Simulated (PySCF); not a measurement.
# HC≡CCF(CH3)2 (C₅H₇F): NMR shifts at several levels of theory, part 2 of 2

PySCF 2.14.0. Atoms count from 0.

## Step 5: NMR shieldings: PBE0/aug-cc-pVDZ

Job settings and geometry (Å):

```
{"job": {"kind": "nmr", "xc": "PBE0", "basis": "aug-cc-pVDZ", "pop": true}, "charge": 0, "multiplicity": 1}
C      2.412987     0.675814     0.292295
C      1.219068     0.479757     0.297795
C     -0.228171     0.215791     0.277229
C     -0.828829     0.617535    -1.061378
C     -0.514076    -1.234644     0.635652
F     -0.825821     1.008155     1.252596
H      3.472436     0.855176     0.293085
H     -0.640330     1.682752    -1.252268
H     -0.388201     0.028981    -1.878088
H     -1.914827     0.445856    -1.039423
H     -1.601252    -1.399384     0.649779
H     -0.057046    -1.913806    -0.097464
H     -0.106287    -1.462382     1.629882
```

Level: GIAO PBE0/aug-cc-pVDZ NMR shielding, non-relativistic, gas phase.

Output:

```text
coarse grid: 10856 points
cycle   1  E = -294.1381267301  dE =  6.060e-01  |g| = 5.602e-01  |ddm| = 1.648e+01
cycle   2  E = -294.1106069561  dE =  2.752e-02  |g| = 7.222e-01  |ddm| = 3.048e+00
cycle   3  E = -294.2031897357  dE = -9.258e-02  |g| = 1.029e-01  |ddm| = 1.529e+00
cycle   4  E = -294.2051042501  dE = -1.915e-03  |g| = 3.798e-02  |ddm| = 2.588e-01
cycle   5  E = -294.2053297286  dE = -2.255e-04  |g| = 2.292e-02  |ddm| = 1.189e-01
cycle   6  E = -294.2054567351  dE = -1.270e-04  |g| = 3.148e-03  |ddm| = 6.683e-02
cycle   7  E = -294.2054590416  dE = -2.307e-06  |g| = 7.184e-04  |ddm| = 9.347e-03
final grid: 105248 points
cycle   8  E = -294.2152629281  dE = -3.160e-05  |g| = 8.038e-03  |ddm| = 2.590e-01
cycle   9  E = -294.2152524483  dE =  1.048e-05  |g| = 1.105e-02  |ddm| = 4.896e-02
cycle  10  E = -294.2152774334  dE = -2.499e-05  |g| = 1.808e-03  |ddm| = 2.039e-02
cycle  11  E = -294.2152780904  dE = -6.569e-07  |g| = 5.442e-04  |ddm| = 5.781e-03
cycle  12  E = -294.2152781575  dE = -6.711e-08  |g| = 1.867e-04  |ddm| = 1.575e-03
cycle  13  E = -294.2152781651  dE = -7.628e-09  |g| = 2.669e-05  |ddm| = 3.862e-04
cycle  14  E = -294.2152781653  dE = -1.626e-10  |g| = 9.057e-06  |ddm| = 1.623e-04
converged SCF energy = -294.2152781653

GIAO shielding tensors (ppm)
atom      isotropic    diamagn.    paramagn.     s11        s22        s33       span
  0 C      123.691     264.432    -140.741     66.769     71.544    232.760    165.991
  1 C      112.970     262.985    -150.015     14.761     22.854    301.296    286.535
  2 C      110.927     199.554     -88.627     79.762     94.887    158.133     78.372
  3 C      165.706     223.751     -58.045    148.350    155.725    193.042     44.692
  4 C      165.690     223.713     -58.023    148.331    155.698    193.040     44.709
  5 F      343.506     479.713    -136.207    303.929    344.004    382.587     78.658
  6 H       29.011      32.476      -3.465     24.518     24.771     37.745     13.227
  7 H       29.553      26.822       2.730     26.179     28.068     34.411      8.231
  8 H       29.956      27.783       2.173     27.018     27.893     34.957      7.939
  9 H       29.923      26.431       3.493     26.494     28.214     35.062      8.568
 10 H       29.923      26.427       3.496     26.493     28.213     35.064      8.572
 11 H       29.955      27.776       2.179     27.019     27.893     34.954      7.935
 12 H       29.552      26.817       2.734     26.179     28.070     34.406      8.227
```

Run time: 42 s. Hardware: 1 thread, shared host.

In short: δ C2 84.2, C1 82.1, C0 71.4, C3 29.4, H6 2.38, H7 1.58 ppm (means over like atoms).

## Step 6: Nuclear shieldings: PBE0/IGLO-III

The job, as its differences from that of step 5:

```diff
@@ -1,2 +1,2 @@
-{"job": {"kind": "nmr", "xc": "PBE0", "basis": "aug-cc-pVDZ", "pop": true}, "charge": 0, "multiplicity": 1}
+{"job": {"kind": "nmr", "xc": "PBE0", "basis": "IGLO-III", "pop": true}, "charge": 0, "multiplicity": 1}
 C      2.412987     0.675814     0.292295
```

With the program's defaults for keys left out, this is: GIAO PBE0/IGLO-III NMR shielding, non-relativistic, gas phase.

Output:

```text
coarse grid: 10856 points
cycle   1  E = -294.2231804273  dE =  5.777e-01  |g| = 6.227e-01  |ddm| = 2.421e+00
cycle   2  E = -294.1877996781  dE =  3.538e-02  |g| = 8.187e-01  |ddm| = 8.568e-01
cycle   3  E = -294.2955073855  dE = -1.077e-01  |g| = 1.156e-01  |ddm| = 5.215e-01
cycle   4  E = -294.2975332526  dE = -2.026e-03  |g| = 5.108e-02  |ddm| = 7.544e-02
cycle   5  E = -294.2979539200  dE = -4.207e-04  |g| = 2.779e-02  |ddm| = 2.887e-02
cycle   6  E = -294.2981316893  dE = -1.778e-04  |g| = 3.711e-03  |ddm| = 1.306e-02
cycle   7  E = -294.2981346353  dE = -2.946e-06  |g| = 9.196e-04  |ddm| = 2.412e-03
final grid: 105248 points
cycle   8  E = -294.3013713616  dE = -9.092e-05  |g| = 7.683e-03  |ddm| = 8.109e-02
cycle   9  E = -294.3013639545  dE =  7.407e-06  |g| = 1.008e-02  |ddm| = 9.165e-03
cycle  10  E = -294.3013834339  dE = -1.948e-05  |g| = 1.659e-03  |ddm| = 4.959e-03
cycle  11  E = -294.3013838373  dE = -4.034e-07  |g| = 6.895e-04  |ddm| = 9.702e-04
cycle  12  E = -294.3013839264  dE = -8.916e-08  |g| = 3.258e-04  |ddm| = 4.147e-04
cycle  13  E = -294.3013839501  dE = -2.369e-08  |g| = 3.578e-05  |ddm| = 1.815e-04
cycle  14  E = -294.3013839504  dE = -2.531e-10  |g| = 1.050e-05  |ddm| = 3.429e-05
converged SCF energy = -294.3013839504

GIAO shielding tensors (ppm)
atom      isotropic    diamagn.    paramagn.     s11        s22        s33       span
  0 C      104.177     270.609    -166.432     39.277     45.195    228.059    188.782
  1 C       93.597     252.590    -158.994    -16.119     -5.898    302.806    318.925
  2 C       94.810     246.119    -151.309     60.951     78.037    145.443     84.492
  3 C      152.739     250.531     -97.792    134.279    141.403    182.535     48.255
  4 C      152.721     250.539     -97.818    134.262    141.370    182.531     48.269
  5 F      331.336     464.714    -133.378    289.784    332.012    372.212     82.429
  6 H       28.996      31.127      -2.131     24.457     24.681     37.852     13.395
  7 H       29.573      28.988       0.585     26.137     28.091     34.492      8.355
  8 H       30.003      30.666      -0.663     26.997     27.947     35.065      8.068
  9 H       29.968      29.514       0.454     26.457     28.318     35.127      8.671
 10 H       29.968      29.515       0.453     26.456     28.318     35.130      8.674
 11 H       30.002      30.668      -0.666     26.998     27.948     35.062      8.064
 12 H       29.572      28.989       0.583     26.137     28.092     34.488      8.351
```

Run time: 71 s. Hardware: 1 thread, shared host.

This run: δ C1 90.2, C2 89.0, C0 79.6, C3 31.0, H6 2.38, H7 1.53 ppm (means over like atoms).

## Step 7: Nuclear shieldings: PBE0/pcSseg-0

The job, as its differences from that of step 6:

```diff
@@ -1,2 +1,2 @@
-{"job": {"kind": "nmr", "xc": "PBE0", "basis": "IGLO-III", "pop": true}, "charge": 0, "multiplicity": 1}
+{"job": {"kind": "nmr", "xc": "PBE0", "basis": "pcSseg-0", "pop": true}, "charge": 0, "multiplicity": 1}
 C      2.412987     0.675814     0.292295
```

With the program's defaults for keys left out, this is: GIAO PBE0/pcSseg-0 NMR shielding, non-relativistic, gas phase.

Output:

```text
coarse grid: 10856 points
cycle   1  E = -293.5108118391  dE =  5.405e-01  |g| = 5.129e-01  |ddm| = 3.591e+00
cycle   2  E = -293.4832739697  dE =  2.754e-02  |g| = 6.952e-01  |ddm| = 1.516e+00
cycle   3  E = -293.5650796628  dE = -8.181e-02  |g| = 7.475e-02  |ddm| = 8.028e-01
cycle   4  E = -293.5659653934  dE = -8.857e-04  |g| = 4.554e-02  |ddm| = 1.160e-01
cycle   5  E = -293.5664098531  dE = -4.445e-04  |g| = 1.711e-02  |ddm| = 4.644e-02
cycle   6  E = -293.5664767830  dE = -6.693e-05  |g| = 2.254e-03  |ddm| = 1.666e-02
cycle   7  E = -293.5664780499  dE = -1.267e-06  |g| = 3.473e-04  |ddm| = 3.143e-03
final grid: 105248 points
cycle   8  E = -293.5218962944  dE = -1.960e-05  |g| = 4.534e-03  |ddm| = 2.527e-02
cycle   9  E = -293.5218950025  dE =  1.292e-06  |g| = 5.205e-03  |ddm| = 1.076e-02
cycle  10  E = -293.5219012929  dE = -6.290e-06  |g| = 1.249e-03  |ddm| = 6.219e-03
cycle  11  E = -293.5219016181  dE = -3.253e-07  |g| = 3.165e-04  |ddm| = 1.268e-03
cycle  12  E = -293.5219016410  dE = -2.284e-08  |g| = 8.885e-05  |ddm| = 3.576e-04
cycle  13  E = -293.5219016424  dE = -1.465e-09  |g| = 2.346e-05  |ddm| = 1.000e-04
cycle  14  E = -293.5219016426  dE = -1.195e-10  |g| = 1.839e-06  |ddm| = 3.003e-05
converged SCF energy = -293.5219016426

GIAO shielding tensors (ppm)
atom      isotropic    diamagn.    paramagn.     s11        s22        s33       span
  0 C      105.841     270.648    -164.807     40.338     46.777    230.407    190.070
  1 C      102.737     283.991    -181.254     -3.558      6.897    304.873    308.431
  2 C      106.455     241.582    -135.127     72.956     87.497    158.910     85.954
  3 C      158.764     245.571     -86.807    138.367    147.681    190.246     51.879
  4 C      158.749     245.583     -86.834    138.357    147.647    190.243     51.886
  5 F      361.466     465.218    -103.752    340.154    359.465    384.780     44.626
  6 H       30.124      29.491       0.633     26.041     26.074     38.257     12.216
  7 H       30.621      28.633       1.988     27.175     28.581     36.108      8.933
  8 H       31.225      28.805       2.419     27.924     29.246     36.504      8.580
  9 H       31.126      29.136       1.990     27.708     28.920     36.749      9.042
 10 H       31.126      29.140       1.987     27.707     28.919     36.752      9.044
 11 H       31.224      28.810       2.414     27.925     29.246     36.502      8.577
 12 H       30.621      28.639       1.982     27.175     28.582     36.104      8.929
```

Run time: 11 s. Hardware: 1 thread, shared host.

This run: δ C1 90.8, C0 87.7, C2 87.1, C3 34.8, H6 2.71, H7 1.84 ppm (means over like atoms).

## Step 8: Shielding tensors: PBE0/pcSseg-2

The job, as its differences from that of step 7:

```diff
@@ -1,2 +1,2 @@
-{"job": {"kind": "nmr", "xc": "PBE0", "basis": "pcSseg-0", "pop": true}, "charge": 0, "multiplicity": 1}
+{"job": {"kind": "nmr", "xc": "PBE0", "basis": "pcSseg-2", "pop": true}, "charge": 0, "multiplicity": 1}
 C      2.412987     0.675814     0.292295
```

Method: GIAO PBE0/pcSseg-2 NMR shielding, non-relativistic, gas phase.

Output:

```text
coarse grid: 10856 points
cycle   1  E = -294.2155202588  dE =  5.717e-01  |g| = 6.252e-01  |ddm| = 2.541e+00
cycle   2  E = -294.1816812373  dE =  3.384e-02  |g| = 8.087e-01  |ddm| = 1.144e+00
cycle   3  E = -294.2888934779  dE = -1.072e-01  |g| = 1.157e-01  |ddm| = 7.087e-01
cycle   4  E = -294.2910310193  dE = -2.138e-03  |g| = 4.583e-02  |ddm| = 1.093e-01
cycle   5  E = -294.2913639042  dE = -3.329e-04  |g| = 2.624e-02  |ddm| = 5.117e-02
cycle   6  E = -294.2915240801  dE = -1.602e-04  |g| = 3.752e-03  |ddm| = 2.571e-02
cycle   7  E = -294.2915271353  dE = -3.055e-06  |g| = 8.420e-04  |ddm| = 3.723e-03
final grid: 105248 points
cycle   8  E = -294.2952117730  dE = -1.001e-04  |g| = 7.337e-03  |ddm| = 7.521e-02
cycle   9  E = -294.2952047369  dE =  7.036e-06  |g| = 9.700e-03  |ddm| = 1.327e-02
cycle  10  E = -294.2952234856  dE = -1.875e-05  |g| = 1.681e-03  |ddm| = 6.736e-03
cycle  11  E = -294.2952239330  dE = -4.474e-07  |g| = 6.978e-04  |ddm| = 2.004e-03
cycle  12  E = -294.2952240328  dE = -9.979e-08  |g| = 2.899e-04  |ddm| = 7.884e-04
cycle  13  E = -294.2952240508  dE = -1.800e-08  |g| = 3.453e-05  |ddm| = 2.674e-04
cycle  14  E = -294.2952240510  dE = -2.227e-10  |g| = 1.044e-05  |ddm| = 4.937e-05
converged SCF energy = -294.2952240510

GIAO shielding tensors (ppm)
atom      isotropic    diamagn.    paramagn.     s11        s22        s33       span
  0 C      103.365     268.374    -165.010     38.063     44.021    228.010    189.947
  1 C       92.869     258.150    -165.281    -17.319     -6.857    302.782    320.101
  2 C       94.418     239.629    -145.211     60.340     77.517    145.396     85.057
  3 C      152.701     243.193     -90.492    134.274    141.317    182.512     48.238
  4 C      152.683     243.199     -90.516    134.257    141.284    182.509     48.252
  5 F      331.368     468.411    -137.043    290.956    331.783    371.365     80.409
  6 H       28.939      33.204      -4.264     24.388     24.635     37.795     13.408
  7 H       29.440      29.114       0.326     25.969     27.895     34.455      8.486
  8 H       29.887      30.030      -0.143     26.886     27.774     35.000      8.114
  9 H       29.848      29.452       0.397     26.340     28.143     35.063      8.723
 10 H       29.849      29.454       0.395     26.339     28.142     35.065      8.726
 11 H       29.886      30.032      -0.146     26.887     27.774     34.997      8.109
 12 H       29.439      29.118       0.321     25.969     27.897     34.451      8.482
```

Run time: 93 s. Hardware: 1 thread, shared host.

In short: δ C1 91.3, C2 89.7, C0 80.8, C3 31.4, H6 2.31, H7 1.52 ppm (means over like atoms).

## Step 9: Comparing the runs: NMR shifts

Shifts (ppm), means over like atoms, with basis size and wall time (the measured row can stand on another reference than the computed rows):

| run | C2 | C1 | C0 | C3 | H6 | H7 | F5 | functions | time |
| --- | --- | --- | --- | --- | --- | --- | --- | --- | --- |
| PBE0/cc-pVDZ | 85.1 | 82.4 | 74.2 | 30.4 | 2.22 | 1.47 | -155.1 | 119 | 20 s |
| PBE0/cc-pVTZ | 86.4 | 87.0 | 77.5 | 30.3 | 2.27 | 1.52 | -154.6 | 278 | 69 s |
| PBE0/aug-cc-pVDZ | 84.2 | 82.1 | 71.4 | 29.4 | 2.38 | 1.58 | -149.4 | 201 | 42 s |
| PBE0/IGLO-III | 89.0 | 90.2 | 79.6 | 31.0 | 2.38 | 1.53 | -156.7 | 280 | 71 s |
| PBE0/pcSseg-0 | 87.1 | 90.8 | 87.7 | 34.8 | 2.71 | 1.84 | -183.1 | 68 | 11 s |
| PBE0/pcSseg-2 | 89.7 | 91.3 | 80.8 | 31.4 | 2.31 | 1.52 | -155.6 | 314 | 93 s |
| measured | – | – | – | – | – | – | -129.3 | – | – |

Measured: G. Saielli, R. Bini, A. Bagno, Computational 19F NMR. 2. Organic compounds, RSC Adv. 2014, ESI (exp. from Berger-Braun-Kalinowski 1994 and Everett 1995).

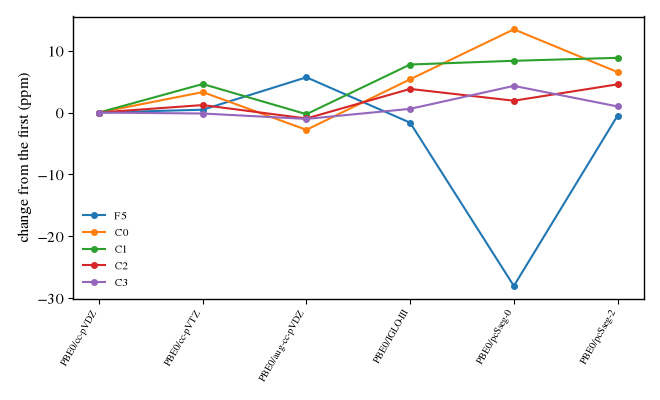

How five of the tabulated atoms move from run to run.

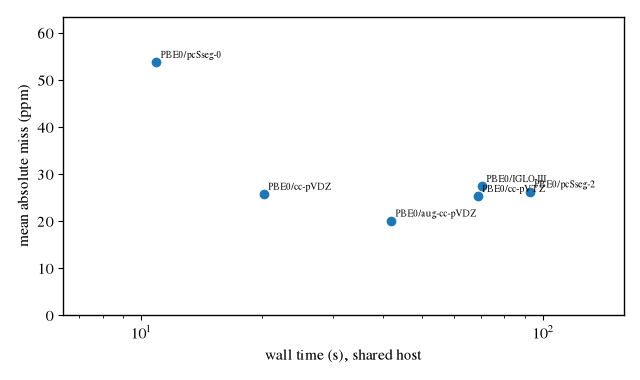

Cost against miss for the one measured 19F shift.

## Step 10: Summary of results

The summary covers parts 1 to 2.

```
                                                              quantity                       value
                                                           point group                          Cs
                                  rotational constants (main isotopes)        4.85, 2.76, 2.69 GHz
13C shifts against TMS (PBE0/cc-pVDZ, means over atoms taken as alike)  85.1, 82.4, 74.2, 30.4 ppm
 1H shifts against TMS (PBE0/cc-pVDZ, means over atoms taken as alike)              2.22, 1.47 ppm
                               19F shifts against CFCl3 (PBE0/cc-pVDZ)                  -155.1 ppm
                              measured, and computed on the same scale     F5 δ -129.3, -155.1 ppm
                                              range of the shift of F5        -183.1 to -149.4 ppm
```

**Reading.** Single values in the summary come from the first run of each kind that ended normally (PBE0/cc-pVDZ), which need not be the best level. Relaxing lowered the energy by 0.031 eV in 5 steps; the close pair that moved most is C2–F5, from 1.364 to 1.392 Å. No frequency check was run at this level, so the end point may be a saddle. At PBE0/cc-pVDZ: The widest tensor belongs to C1: span 285 ppm, with a paramagnetic part of -138 ppm. The one measured 19F shift is missed by -25.8 ppm (computed less measured, unscaled). Vibration, temperature and solvent are missing from the calculation, and it holds one conformer, so part of the miss against the measured shifts is not the functional's. In ppm, F5 moves most: its shift spreads over 33.7 ppm, from -183.1 (PBE0/pcSseg-0) to -149.4 (PBE0/aug-cc-pVDZ). Part of that comes from the computed reference. For the one measured 19F shift, PBE0/aug-cc-pVDZ misses least (20.1 ppm, 42 s) and PBE0/pcSseg-0 most (53.8 ppm, 11 s). One molecule ranks no method: errors cancel, and vibration and temperature are missing from all runs.
